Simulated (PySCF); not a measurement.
**C5H5Cl (SMILES C#C/C=C\CCl): density, localisation and related maps**

```xyz
11

C     2.4319   -0.5713   -0.3360
C     1.5174    0.1858   -0.1523
C     0.4647    1.0933    0.0811
C    -0.8250    0.7546    0.1140
C    -1.3215   -0.6305   -0.0797
Cl   -2.0523   -1.2307    1.4550
H     3.2300   -1.2325   -0.4973
H     0.7671    2.1216    0.2315
H    -1.5762    1.5043    0.3165
H    -2.1167   -0.6757   -0.8248
H    -0.5138   -1.3163   -0.3339
```

Geometry: GFN2-xTB.

Theory: PBE0/pcSseg-1, SCF density, gas phase, non-relativistic in PySCF 2.14.0.

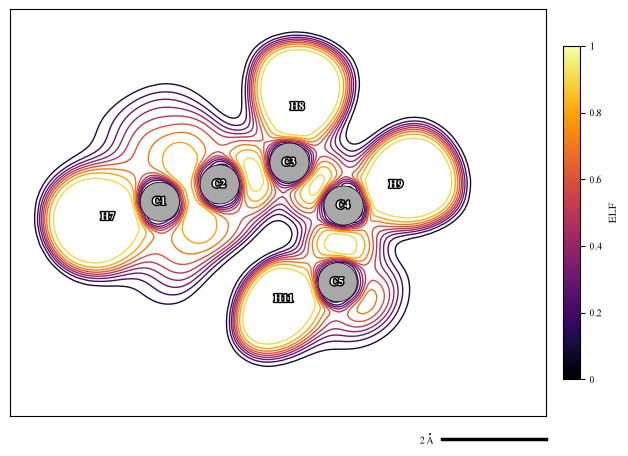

Figure 1. ELF on the plane of atoms C2, C3 and C4. Grey discs cover the atomic cores.

What does the map show?

The plane passes through C and H nuclei.
C–C (1.20 Å): the ELF peaks at about 0.85 between the atoms; a short, multiple covalent bond.
C–H (1.05 Å): the ELF climbs to about 1 towards the hydrogen, as it does in any bond to H: a covalent bond by its length.
C–C (1.33 Å): the ELF peaks at about 0.95 between the atoms: a multiple bond.

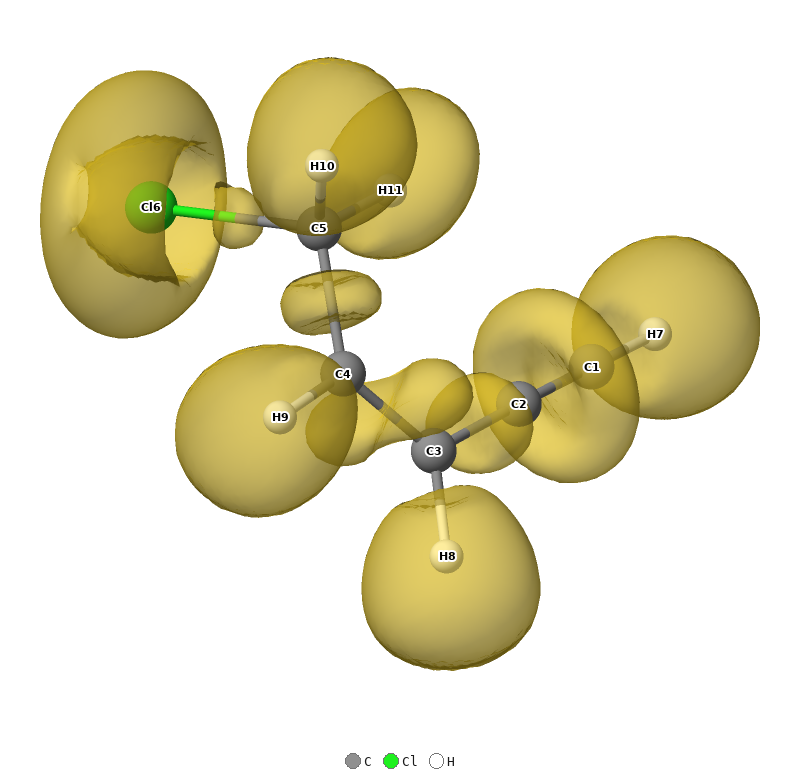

Figure 2. Isosurface of the ELF at 0.8 (yellow), seen at an oblique angle. Only the valence region is drawn (cores and ρ < 0.01 e/Å³ removed).

Identify the bonds, lone pairs and shells in this picture.

At this value the surface marks out four regions between bonded C–C atoms (shared pairs), one region between bonded C–Cl atoms (shared pairs), five regions around hydrogen nuclei and one ring or bowl of non-bonding electrons around Cl.


 C–Cl (1.80 Å): the ELF peaks at about 0.90 between the atoms, as expected for a covalent bond.

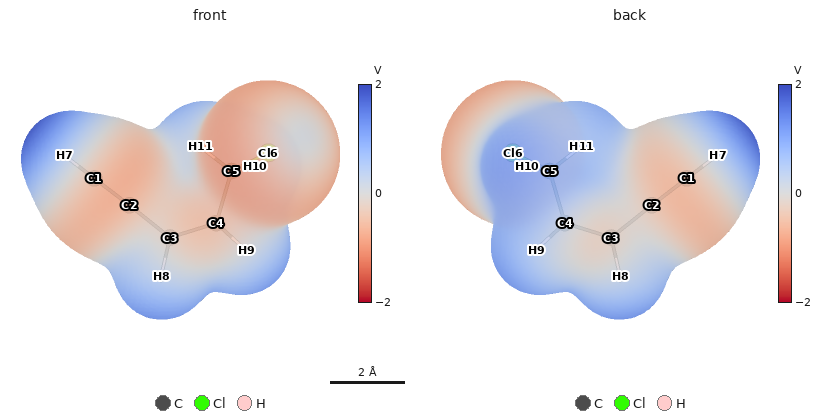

Figure 3. The molecular electrostatic potential painted on the density surface at 0.002 e/bohr³, seen from the front and from behind; the colour scale runs from red (negative) to blue (positive).

Where is the surface potential most negative and most positive?

The most negative region (about −0.9 V) lies over Cl6, the most positive (about +1.7 V) over H7.

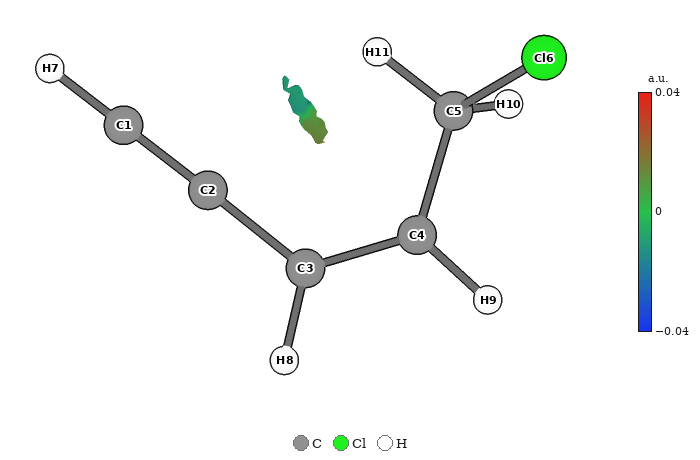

Figure 4. Non-covalent interaction (NCI) plot: the surface where the reduced density gradient is 0.5, for densities under 0.05 a.u., coloured by sign(λ₂)ρ; seen across its widest extent.

What holds or crowds the atoms apart from the covalent bonds?

Between H11 and C5 on one side and C2 and C3 on the other: a weak contact, attractive (blue-green) on one side and crowded (olive to red) on the other.
